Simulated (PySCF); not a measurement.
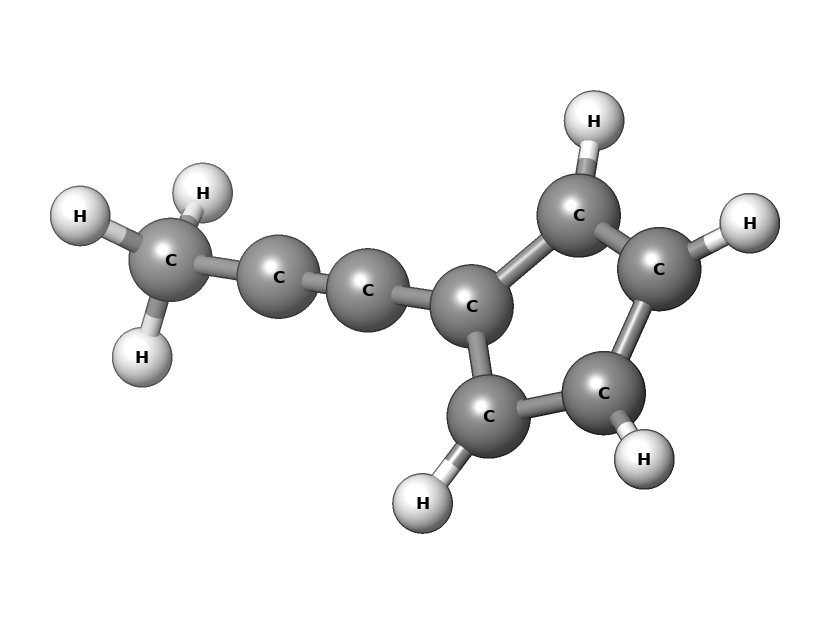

Rendered structure (ball-and-stick style).

State: charge −1, singlet. Computed geometry: GFN2-xTB optimisation. No frequency run is at hand to confirm it as a minimum.

Which formula does it have?

C8H7(-), 15 atoms: 8 carbon and 7 hydrogen.

Count the bonded pairs by element.

8 C–C, 7 C–H.

Give a SMILES string for it.

CC#Cc1cc[cH-]c1

More results for the same structure follow; atom numbers are the same in all pictures, views and colours differ.

Bond orders

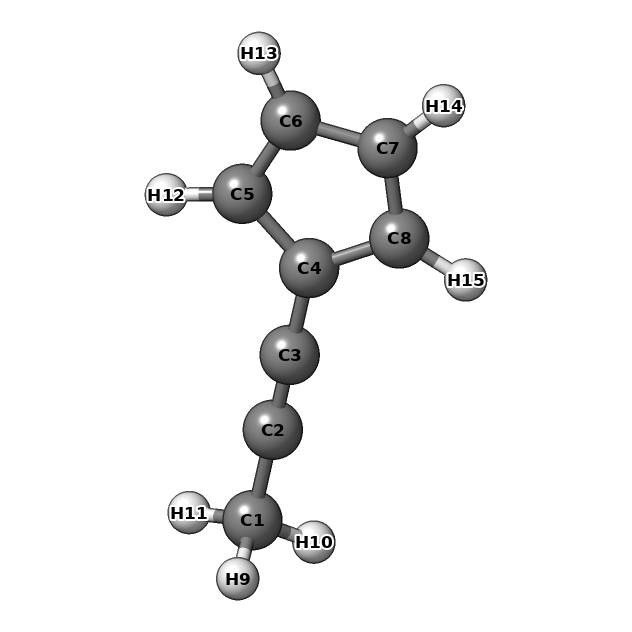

Every bond is drawn as one stick. No frequency run is at hand to confirm it as a minimum. Method: PBE0/pcSseg-1 (PySCF 2.14.0).

Which bond between heavy atoms has the highest Mayer bond order?

C2–C3, 2.29, at a length of 1.209 Å.

List the Mayer bond orders of C1–C2, C2–C3, C3–C4, C4–C5, C4–C8, C5–C6, C6–C7, C7–C8 (bonds between heavy atoms, one of each equivalent set). Atoms whose distances differ by more than 0.02 Å in this geometry are listed apart.

| bond | Mayer order | length (Å) |
| --- | --- | --- |
| C1–C2 | 1.23 | 1.455 |
| C2–C3 | 2.29 | 1.209 |
| C3–C4 | 1.06 | 1.396 |
| C4–C5 | 1.35 | 1.410 |
| C4–C8 | 1.35 | 1.410 |
| C5–C6 | 1.46 | 1.385 |
| C6–C7 | 1.35 | 1.401 |
| C7–C8 | 1.46 | 1.385 |

Charges

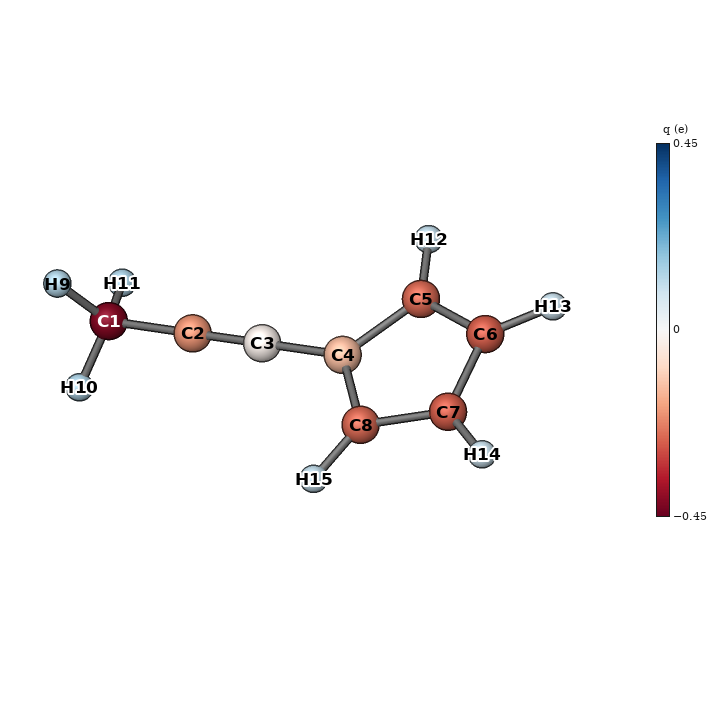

Atoms are coloured by their IAO charges. No frequency run is at hand to confirm it as a minimum. Properties computed with PBE0/pcSseg-1, gas phase (PySCF 2.14.0).

Which atom carries the highest charge (most positive or least negative)?

H10, H11 (0.14 e).

And the lowest?

C1 (−0.41 e).

List the IAO charges.

```csv
atom,value (e)
C1,−0.41
C2,−0.20
C3,−0.02
C4,−0.14
C5,−0.25
C6,−0.27
C7,−0.27
C8,−0.25
H9,0.13
H10,0.14
H11,0.14
H12,0.11
H13,0.10
H14,0.10
H15,0.11
```

NMR shielding

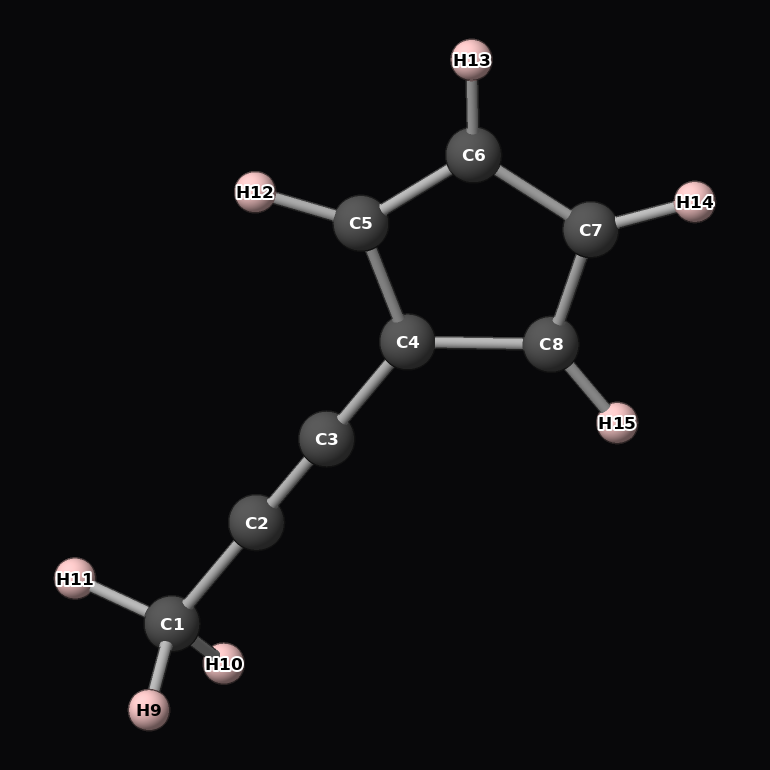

The questions are on isotropic NMR shieldings of the C atoms. No frequency run is at hand to confirm it as a minimum. Level of theory: GIAO PBE0/pcSseg-1 NMR shielding, non-relativistic, gas phase (PySCF 2.14.0).

Which C atom is the most shielded (lowest chemical shift)?

C1 (178.0 ppm).

Which C atom is the least shielded (highest chemical shift)?

C5, C8 (74.0 to 74.1 ppm).

How wide is the range of C shifts?

104.0 ppm.

List the isotropic NMR shieldings of the C atoms.

```
atom  σ (ppm)
  C1    178.0
  C2    115.4
  C3     87.5
  C4     91.3
  C5     74.0
  C6     82.1
  C7     82.1
  C8     74.1
```
